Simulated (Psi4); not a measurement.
**CH6BN− (SMILES [BH2-]NC): UHF/STO-3G**

What is the energy change on altering one bond length of CH6BN− at UHF/STO-3G? 

The calculation is run with Psi4 1.11.

2 further runs of the same task are left out: 2 set aside as unsound or not needed.

### 1 The molecule

CH6BN− has 9 atoms, charge -1, and is taken as a doublet. As SMILES, `[BH2-]NC`. The coordinates come from a GFN2-xTB relaxation.

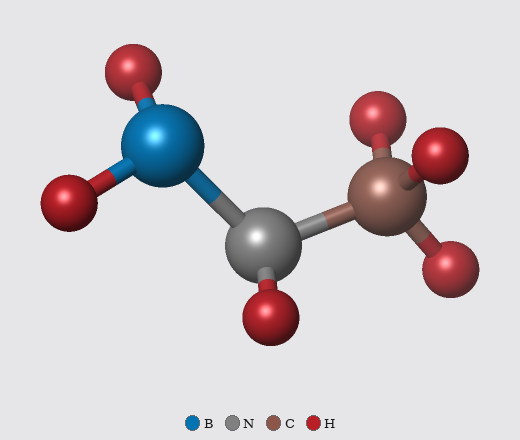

Viewed from a chosen angle; boron blue, nitrogen grey, carbon brown, hydrogen red.

### 2 The energy at UHF/STO-3G

The input, input.in:

```
memory 1.6 GB

molecule {
  -1 2
  B
  N 1 1.578697
  C 2 1.427467 1 115.78305
  H 1 1.245156 2 109.83976 3 70.02169
  H 1 1.24435 4 112.49696 2 -121.88093
  H 2 1.019151 3 109.12791 1 -123.72593
  H 3 1.094086 2 108.35 6 -179.95401
  H 3 1.125777 7 106.27332 2 -125.42804
  H 3 1.110559 7 107.56545 8 -113.19219
  symmetry c1
  no_reorient
  no_com
}

set {
  reference     uhf
  puream        true
  e_convergence 1e-09
  d_convergence 1e-08
  scf_type      pk
  maxiter       200
}

energy("hf/STO-3G")
```

The run is started by

```bash
psi4 -n 1 input.in input.out
```

input.out:

```text
[...]
  Running in c1 symmetry.
[...]
  Nuclear repulsion =   68.874975425385372
[...]
  Multiplicity = 2
[...]
  Nalpha       = 13
  Nbeta        = 12
[...]
    Number of basis functions: 21
[...]
   @UHF iter   1:  -118.74401746941767   -2.64436e+00   1.08729e-02 ADIIS/DIIS
[...]
   @UHF iter  14:  -118.79098833349421   -1.98952e-13   5.13243e-09 DIIS
[...]
   @S^2 Observed:                7.547641636E-01
[...]
    Orbital Energies [Eh]
    ---------------------
    Alpha Occupied:
       1A    -14.983107     2A    -10.852164     3A     -6.941467
       4A     -0.846786     5A     -0.617098     6A     -0.375056
       7A     -0.341183     8A     -0.302277     9A     -0.256369
      10A     -0.118394    11A     -0.085362    12A     -0.062332
      13A      0.123916
    Alpha Virtual:
      14A      0.858297    15A      0.873584    16A      0.898516
      17A      0.935686    18A      0.990669    19A      1.030023
      20A      1.095651    21A      1.116722
[...]
  @UHF Final Energy:  -118.79098833349421
   => Energetics <=
    Nuclear Repulsion Energy =             68.8749754253853723
    One-Electron Energy =                -304.0392832456473116
    Two-Electron Energy =                 116.3733194867677270
    Total Energy =                       -118.7909883334942123
  UHF NO Occupations:
  HONO-2 :   11  A 1.9991616
  HONO-1 :   12  A 1.9990713
[...]
 Multipole Moments:
 ------------------------------------------------------------------------------------
     Multipole            Electronic (a.u.)      Nuclear  (a.u.)        Total (a.u.)
 ------------------------------------------------------------------------------------
 L = 1.  Multiply by 2.5417464519 to convert [e a0] to [Debye]
 Dipole X            :          0.5917243           -0.0608909            0.5308334
 Dipole Y            :          0.4402570           -1.4071162           -0.9668591
 Dipole Z            :          0.2598283            1.5456342            1.8054626
 Magnitude           :                                                    2.1157258
[...]
```

Run time: 0.98 s. Hardware: 1 thread of AMD EPYC 9R45 (Zen 5), shared host; peak memory 0.18 GiB.

### 3 The distorted shape: energy and forces at UHF/STO-3G

The input, ch6bn.xyz:

```xyz
9
CH6BN
B     -0.501199     0.852236    -2.515529
N     -0.283399     0.619546    -0.969339
C      0.448151    -0.553894    -0.615029
H     -1.297919     0.005956    -2.962139
H     -0.891129     2.018916    -2.703199
H      0.178531     1.434796    -0.568519
H     -0.057629    -1.420124    -1.051899
H      1.515131    -0.598774    -0.971279
H      0.530430    -0.890380     1.803490
```

The input, job.py:

```python
import psi4

psi4.set_memory(1600000000)
psi4.set_num_threads(1)
psi4.core.set_output_file('output.dat', False)

with open('ch6bn.xyz') as f:
    atoms = ''.join(f.readlines()[2:])
geom = psi4.geometry('-1 2\n' + atoms + 'symmetry c1\nno_reorient\nno_com')

psi4.set_options({
    'basis': 'STO-3G',
    'reference': 'uhf',
    'puream': True,
    'e_convergence': 1e-09,
    'd_convergence': 1e-08,
    'scf_type': 'pk',
    'maxiter': 200,
})

e, wfn = psi4.gradient('scf', return_wfn=True)
psi4.oeprop(wfn, 'DIPOLE', 'WIBERG_LOWDIN_INDICES', 'MULLIKEN_CHARGES')
print('gradient / Eh bohr^-1')
print(e.np.round(6))
print(f'energy = {wfn.energy():.10f} Eh')
```

The run is started by

```bash
python job.py
```

output.dat (excerpt; [...] marks lines left out):

```text
[...]
  Running in c1 symmetry.
[...]
  Nuclear repulsion =   66.147392394100038
[...]
  Multiplicity = 2
[...]
  Nalpha       = 13
  Nbeta        = 12
[...]
    Number of basis functions: 21
[...]
   @UHF iter   1:  -118.45073296358821   -2.63716e+00   1.20236e-02 ADIIS/DIIS
[...]
   @UHF iter  27:  -118.56522425721867   -1.56319e-13   3.23515e-09 DIIS
[...]
   @S^2 Observed:                7.510269641E-01
[...]
  @UHF Final Energy:  -118.56522425721867
   => Energetics <=
    Nuclear Repulsion Energy =             66.1473923941000379
    One-Electron Energy =                -298.4745765149075396
    Two-Electron Energy =                 113.7619598635888138
    Total Energy =                       -118.5652242572186736
  UHF NO Occupations:
  HONO-2 :   11  A 1.9999559
  HONO-1 :   12  A 1.9995969
[...]
  -Total Gradient:
     Atom            X                  Y                   Z
    ------   -----------------  -----------------  -----------------
       1        0.115652018909    -0.025483774280    -0.120291494352
       2       -0.017167552970    -0.027654052458     0.161651816139
       3       -0.034687993921     0.079762230998    -0.081950067128
       4       -0.052357522397    -0.021004344404     0.009295850001
       5       -0.029415430174     0.033708467606     0.017480061784
       6       -0.005110195747    -0.017282570207    -0.010820369176
       7       -0.000159618086    -0.004650778072     0.006420977935
       8        0.022889109228    -0.015458330806     0.005760259330
       9        0.000357185158    -0.001936848377     0.012452965465
[...]
 Multipole Moments:
 ------------------------------------------------------------------------------------
[...]
  Mulliken Charges: (a.u.)
   Center  Symbol    Alpha    Beta     Spin     Total
       1     B     2.41817  2.40048  0.01769  0.18135
       2     N     3.67056  3.69556 -0.02501 -0.36612
       3     C     3.22613  3.06222  0.16391 -0.28834
       4     H     0.56176  0.56289 -0.00114 -0.12465
       5     H     0.57517  0.57499  0.00018 -0.15016
       6     H     0.44852  0.44618  0.00235  0.10530
       7     H     0.54519  0.55670 -0.01150 -0.10189
       8     H     0.55465  0.56526 -0.01061 -0.11992
       9     H     0.99985  0.13572  0.86414 -0.13557
   Total alpha = 13.00000, Total beta = 12.00000, Total charge = -1.00000
[...]
```

On the terminal:

```text
gradient / Eh bohr^-1
[[ 1.15652e-01 -2.54840e-02 -1.20291e-01]
 [-1.71680e-02 -2.76540e-02  1.61652e-01]
 [-3.46880e-02  7.97620e-02 -8.19500e-02]
 [-5.23580e-02 -2.10040e-02  9.29600e-03]
 [-2.94150e-02  3.37080e-02  1.74800e-02]
 [-5.11000e-03 -1.72830e-02 -1.08200e-02]
 [-1.60000e-04 -4.65100e-03  6.42100e-03]
 [ 2.28890e-02 -1.54580e-02  5.76000e-03]
 [ 3.57000e-04 -1.93700e-03  1.24530e-02]]
energy = -118.5652242572 Eh
```

It took 1.1 s on 1 thread of AMD EPYC 9R45 (Zen 5), shared host; peak memory 0.18 GiB.

### 4 What came out

At UHF/STO-3G:

| quantity | value |
| --- | --- |
| first shape: total energy | -118.79099 Eh |
| first shape: HOMO energy (highest over α and β) | 3.37 eV |
| first shape: LUMO energy (lowest over α and β) | 19.16 eV |
| first shape: ⟨S²⟩ | 0.755 |
| distorted shape: total energy | -118.56522 Eh |
| distorted shape: HOMO energy (highest over α and β) | 4.36 eV |
| distorted shape: LUMO energy (lowest over α and β) | 11.82 eV |
| distorted shape: ⟨S²⟩ | 0.751 |
| distorted shape: largest force on an atom | 8.680 eV/Å |
| energy change with the C3–H9 bond stretched from 1.111 to 2.443 Å | 6.143 eV |

**Reading.** With the C3–H9 bond stretched from 1.111 to 2.443 Å the energy rises by 6.14 eV (593 kJ/mol). The first shape isn't relaxed at this level, so the change isn't measured from a minimum. The minimal basis adds a large error of its own. The HOMO (first shape) lies at positive energy, 3.37 eV: the electron is unbound at this level or held by a compact basis; values depend on the basis. The HOMO (distorted shape) lies at positive energy, 4.36 eV: the electron is unbound at this level or held by a compact basis; values depend on the basis.
